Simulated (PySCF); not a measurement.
NMR shielding calculation, with input and output: C₆H₁₁NSi

- system: C₆H₁₁NSi, SMILES C=CC(=C)C[SiH2]N=C
- method: GIAO PBE0/pcSseg-1 NMR shielding, non-relativistic, gas phase (PySCF 2.14.0)

The geometry comes from this level: GFN2-xTB. Figures and captions count atoms from 1; the log counts them from 0 in places.

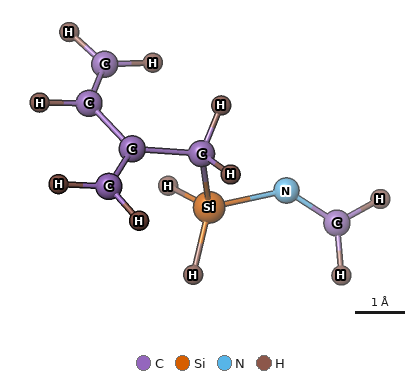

*The input geometry (ball-and-stick view, seen at a tilt).*

Bond lengths as drawn: C–C 1.33 to 1.49 Å, C–H 1.08 to 1.09 Å, C–N 1.25 Å, C–Si 1.91 Å, H–Si 1.46 to 1.47 Å and N–Si 1.72 Å.

**Summary**

- outcome: converged
- total energy: −578.925410 hartree
- HOMO: −6.60 eV
- LUMO: −0.91 eV
- dipole moment: 1.42 D
- isotropic shielding, C: 16.2 to 164.1 ppm
- isotropic shielding, Si: 380.4 ppm
- isotropic shielding, N: −159.4 ppm
- isotropic shielding, H: 23.0 to 29.7 ppm
- hardware: 1 CPU thread, shared host
- wall time: 25 s
- peak memory: 0.93 GiB

**Input**
```
{"job": {"xc": "PBE0", "basis": "pcSseg-1", "kind": "nmr", "pop": false}, "charge": 0, "multiplicity": 1}
C     -1.946917     1.772906    -0.053818
C     -2.264164     0.486096    -0.130453
C     -1.390662    -0.640179     0.170202
C     -1.844127    -1.885411     0.010251
C      0.006031    -0.375855     0.619200
Si     1.133363     0.000539    -0.874995
N      2.543807     0.672843    -0.149774
C      3.751526     0.366450    -0.116616
H     -0.971981     2.115768     0.246085
H     -2.663641     2.539672    -0.296121
H     -3.264665     0.208508    -0.440568
H     -1.229124    -2.744401     0.219571
H     -2.844670    -2.088353    -0.333197
H      0.389152    -1.250418     1.145966
H      0.031403     0.459635     1.316346
H      0.646697     1.103703    -1.700140
H      1.271726    -1.221196    -1.681584
H      4.445486     0.988915     0.444016
H      4.190954    -0.499970    -0.619762
```

The first line tells a small driver script what to run in PySCF; the rest is the geometry in Å.

Launched with:
```bash
OMP_NUM_THREADS=1 python <driver script> task.json out
```

**The program's output**
```
coarse grid: 16024 points
cycle   1  E = -578.8086666745  dE =  8.904e-01  |g| = 5.224e-01  |ddm| = 3.963e+00
cycle   2  E = -578.7431454076  dE =  6.552e-02  |g| = 7.567e-01  |ddm| = 1.167e+00
cycle   3  E = -578.8734179965  dE = -1.303e-01  |g| = 1.524e-01  |ddm| = 7.578e-01
cycle   4  E = -578.8785621887  dE = -5.144e-03  |g| = 2.900e-02  |ddm| = 1.300e-01
cycle   5  E = -578.8787477219  dE = -1.855e-04  |g| = 9.695e-03  |ddm| = 3.424e-02
cycle   6  E = -578.8787713168  dE = -2.359e-05  |g| = 3.582e-03  |ddm| = 1.216e-02
cycle   7  E = -578.8787746411  dE = -3.324e-06  |g| = 9.764e-04  |ddm| = 3.822e-03
final grid: 149264 points
cycle   8  E = -578.9253923603  dE = -4.372e-05  |g| = 8.221e-03  |ddm| = 3.533e-02
cycle   9  E = -578.9253882285  dE =  4.132e-06  |g| = 9.208e-03  |ddm| = 1.675e-02
cycle  10  E = -578.9254096514  dE = -2.142e-05  |g| = 1.711e-03  |ddm| = 9.410e-03
cycle  11  E = -578.9254103306  dE = -6.792e-07  |g| = 3.409e-04  |ddm| = 1.577e-03
cycle  12  E = -578.9254103558  dE = -2.521e-08  |g| = 1.158e-04  |ddm| = 3.589e-04
cycle  13  E = -578.9254103587  dE = -2.959e-09  |g| = 4.352e-05  |ddm| = 1.301e-04
cycle  14  E = -578.9254103591  dE = -3.947e-10  |g| = 1.232e-05  |ddm| = 4.099e-05
```

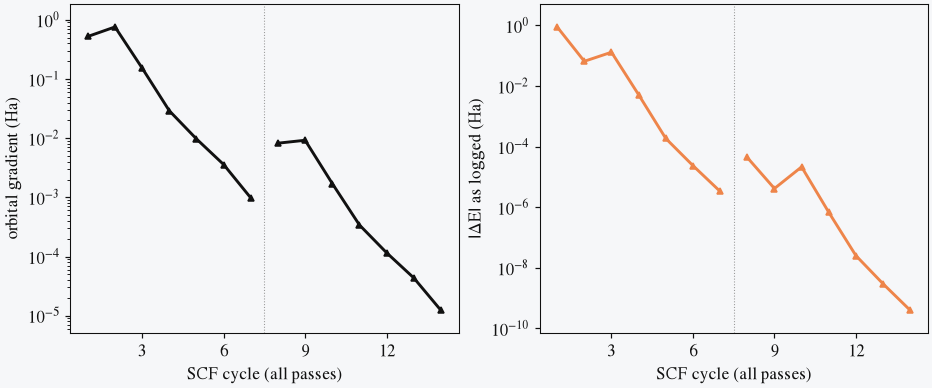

*Convergence of the self-consistent field: orbital gradient and size of the energy change against the SCF cycle. The dotted line marks the change from a coarse to the final integration grid.*

The first 7 cycles use a coarse grid, the final grid takes over at cycle 8, and the field converges after 14 cycles in all.

```
converged SCF energy = -578.9254103591

GIAO shielding tensors (ppm)
atom      isotropic    diamagn.    paramagn.     s11        s22        s33       span
  0 C       64.577     258.069    -193.492    -42.716     66.319    170.127    212.844
  1 C       41.178     252.169    -210.991    -70.781     50.625    143.690    214.470
  2 C       37.750     259.985    -222.235    -77.076     28.144    162.181    239.256
  3 C       62.919     252.242    -189.323    -35.378     81.378    142.757    178.135
  4 C      164.131     254.196     -90.065    143.445    159.759    189.189     45.744
  5 Si     380.351     882.623    -502.272    342.933    372.291    425.829     82.896
  6 N     -159.377     333.455    -492.832   -571.574   -188.867    282.309    853.883
  7 C       16.207     250.622    -234.415    -77.306     -0.543    126.470    203.777
  8 H       25.921      34.464      -8.543     23.016     24.760     29.989      6.973
  9 H       26.117      28.405      -2.288     24.416     25.103     28.832      4.416
 10 H       25.086      30.964      -5.878     23.302     23.651     28.305      5.003
 11 H       26.433      32.265      -5.831     23.477     24.976     30.847      7.370
 12 H       26.449      30.858      -4.408     23.708     25.336     30.303      6.595
 13 H       29.663      33.972      -4.309     25.731     28.848     34.411      8.681
 14 H       29.187      34.001      -4.814     25.595     28.056     33.911      8.316
 15 H       26.530      31.330      -4.801     23.389     26.326     29.874      6.485
 16 H       26.893      31.379      -4.486     23.862     25.567     31.249      7.387
 17 H       23.075      27.689      -4.614     21.662     22.927     24.636      2.974
 18 H       22.975      28.834      -5.859     21.055     22.123     25.746      4.690
```

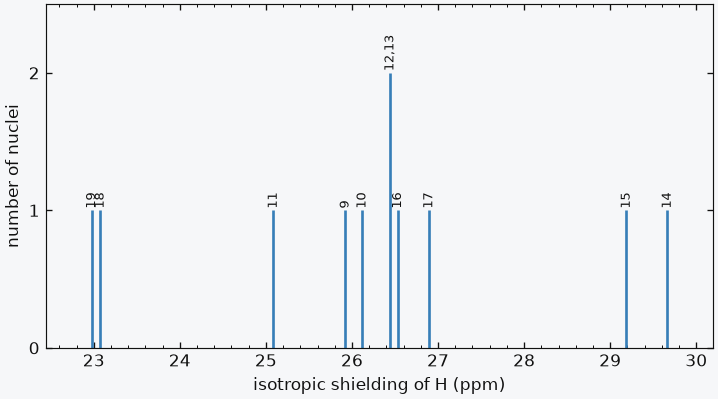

*Isotropic shieldings of the hydrogen nuclei in this fixed geometry, labelled by atom number; shielding grows to the right, so chemical shift grows to the left.*

The least shielded is H19 (23.0 ppm), the most shielded H14 (29.7 ppm).
